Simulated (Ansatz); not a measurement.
# SiH2ClO (SMILES O[SiH]Cl) at USVWN5/def2-TZVP

What is the vertical doublet–quartet gap of SiH2ClO at USVWN5/def2-TZVP? 

The results are computed with Ansatz 0.2.0.

33 further runs of the same task are left out: 33 set aside as unsound or not needed. Runs told in other sessions of the task aren't counted.

## Step 1: The system as given

SiH2ClO has 5 atoms, charge 0, and is taken as a doublet. As SMILES, `O[SiH]Cl`. The coordinates come from a PBE0-D4/def2-TZVP relaxation. This is one conformer, not always the lowest.

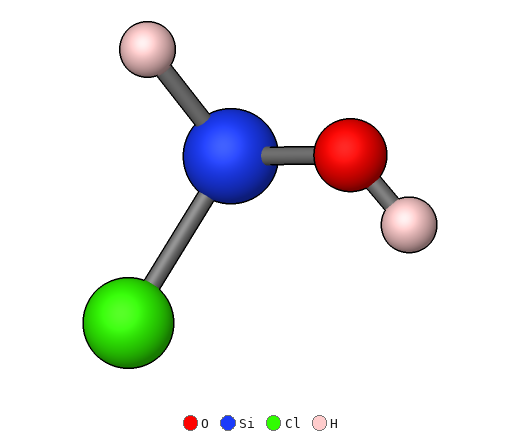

Viewed from a chosen angle; oxygen red, silicon blue, chlorine green, hydrogen pink.

## Step 2: A single-point energy at USVWN5/def2-TZVP

Input file molecule.yaml:

```yaml
basis:
  gaussian:
    orbitals: def2-TZVP
crystal:
  periodic: [false, false, false]
  atoms:
    - {symbol: O, position_ang: [-0.806100, -0.432000, -0.746500]}
    - {symbol: Si, position_ang: [-0.092300, 0.479800, 0.414000]}
    - {symbol: Cl, position_ang: [1.606600, -0.440800, 1.143600]}
    - {symbol: H, position_ang: [-1.024100, -1.343200, -0.540000]}
    - {symbol: H, position_ang: [0.316000, 1.736300, -0.271100]}
magnetization:
  spin_polarized: true
  initial_magnetization: 1
hamiltonian:
  xc: {name: SVWN5}
accuracy: high
output: {orbitals: {seedname: orbitals}}
```

The run is started by

```
$ ansatz run molecule.yaml --threads 1 --pin off --max-ram 2610MiB --events-out events.jsonl --progress --plain --runs-dir runs
```

Output:

```text
Warning: RAYON_NUM_THREADS=1 ignored (pool sized by the plan → 1); use --threads N
Functional definition: SVWN5
  name "SVWN5"
  exchange = slater_x
  correlation = vwn5_c
1953 factors; integrals over basis functions are off by at most 3.7e-9 eV
mean field evaluation 1: about -22389.7110 eV, gradient 4.4e1 eV
mean field evaluation 2: about -22335.0817 eV, gradient 1.1e2 eV
mean field evaluation 4: about -22395.9183 eV, gradient 7.1e0 eV
mean field evaluation 8: about -22396.1292 eV, gradient 2.7e-1 eV
mean field evaluation 16: about -22396.1295 eV, gradient 6.9e-5 eV
mean field -22396.12945747 eV, -823.0425769203 hartree, gradient 3.8e-8 eV, S^2 0.751022; 0 other end points of the search recorded, 0 dependent functions left out
reference -22396.12946034 eV, -823.0425770257 hartree; 21, 20 occupied and 96, 97 virtual orbitals, 1953 factors
Total energy: -22396.12946034 eV, -823.0425770257 hartree
```

It took 6 s on 1 thread of Arm Neoverse V1, shared host; peak memory 0.3 GiB.

## Step 3: The quartet, same level

Input file run.yaml:

```yaml
crystal:
  periodic: [false, false, false]
  atoms:
    - {symbol: O, position_ang: [-0.806100, -0.432000, -0.746500]}
    - {symbol: Si, position_ang: [-0.092300, 0.479800, 0.414000]}
    - {symbol: Cl, position_ang: [1.606600, -0.440800, 1.143600]}
    - {symbol: H, position_ang: [-1.024100, -1.343200, -0.540000]}
    - {symbol: H, position_ang: [0.316000, 1.736300, -0.271100]}
basis:
  gaussian: {orbitals: def2-TZVP}
magnetization: {spin_polarized: true, initial_magnetization: 3}
hamiltonian: {xc: {name: SVWN5}}
accuracy: high
output: {orbitals: {seedname: orbitals}}
```

The run is started by

```
$ ansatz run run.yaml --threads 1 --pin off --max-ram 2610MiB --events-out events.jsonl --progress --plain --runs-dir runs
```

Output:

```text
Warning: RAYON_NUM_THREADS=1 ignored (pool sized by the plan → 1); use --threads N
[... 4 set-up lines as earlier in the session ...]
1953 factors; integrals over basis functions are off by at most 3.7e-9 eV
mean field evaluation 1: about -22378.2537 eV, gradient 5.0e1 eV
mean field evaluation 2: about -22222.7508 eV, gradient 1.5e2 eV
mean field evaluation 4: about -22376.3919 eV, gradient 4.7e1 eV
mean field evaluation 8: about -22387.8159 eV, gradient 1.2e1 eV
mean field evaluation 16: about -22388.6837 eV, gradient 4.4e0 eV
mean field evaluation 32: about -22388.3538 eV, gradient 7.6e0 eV
mean field evaluation 64: about -22388.7328 eV, gradient 6.5e-1 eV
mean field evaluation 96: about -22388.7828 eV, gradient 5.1e-2 eV
mean field -22388.81956870 eV, -822.7739434627 hartree, gradient 2.8e-8 eV, S^2 3.751997; 10 other end points of the search recorded, 0 dependent functions left out
reference -22388.81957153 eV, -822.7739435669 hartree; 22, 19 occupied and 95, 98 virtual orbitals, 1953 factors
Total energy: -22388.81957153 eV, -822.7739435669 hartree
```

Wall time 21 s (1 thread of Arm Neoverse V1, shared host); peak memory 0.33 GiB.

## Step 4: Results

At USVWN5/def2-TZVP:

```
                                        quantity          value
                           doublet: total energy  -823.04258 Eh
     doublet: HOMO energy (highest over α and β)       -5.01 eV
      doublet: LUMO energy (lowest over α and β)       -3.79 eV
                                   doublet: ⟨S²⟩          0.751
                           quartet: total energy  -822.77394 Eh
     quartet: HOMO energy (highest over α and β)       -1.64 eV
                                   quartet: ⟨S²⟩          3.752
vertical energy of the quartet above the doublet       7.310 eV
```

At this shape the quartet lies 7.31 eV (705 kJ/mol) above the doublet.
